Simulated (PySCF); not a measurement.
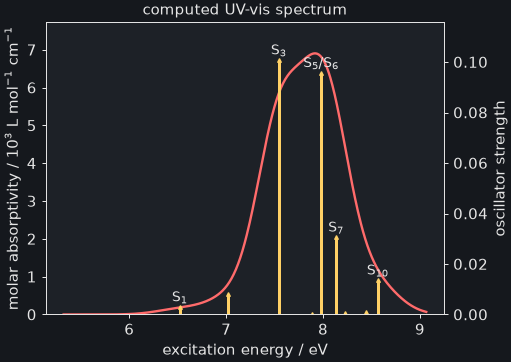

Vertical TDDFT excitations, CAM-B3LYP/def2-SVPD in PySCF 2.14.0, at a PBE0-D3(BJ)/def2-SVP geometry (no frequency check), gas phase. The lowest 10 singlet states are shown; each is broadened by a Gaussian of 1/e half-width 0.33 eV. Sticks give oscillator strengths (right axis). States within 0.01 eV of each other are merged, with their strengths summed. The highest state may be half of a pair whose partner wasn't computed.

Question: Whose absorption spectrum is this?
A. C₇H₁₀OS, SMILES C=C[C@@H]1C=C[S@@](=O)CC1
B. Ge₂H₆O, SMILES [GeH3][O][GeH3], singlet
C. C₇H₈Se, SMILES C#CC[Se]C(=C)C=C

Answer: Option B. Its lowest singlet lies at 6.52 eV (f = 0.003) and the brightest of those computed is S3 at 7.54 eV (164 nm), f = 0.101, mainly HOMO → LUMO+1 (94 %).

Note: core orbitals are frozen in the response.
